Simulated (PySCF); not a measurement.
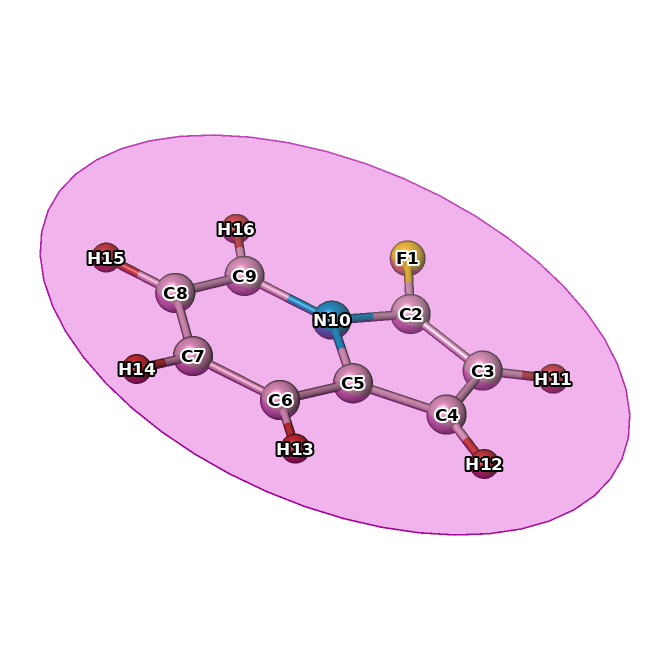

A disc through the centre of mass is drawn in. Atoms fade into the background with distance from the viewer. The computed structure is the end point of a PBE0-D3(BJ)/def2-SVP optimisation. No frequency run is at hand to confirm it as a minimum.

Is the plane of the disc a mirror plane of the structure?

Answer. Yes. The reflection leaves F1, C2, C3, C4, C5, C6, C7, C8, C9, N10, H11, H12, H13, H14, H15, H16 in place. The point group is Cs.
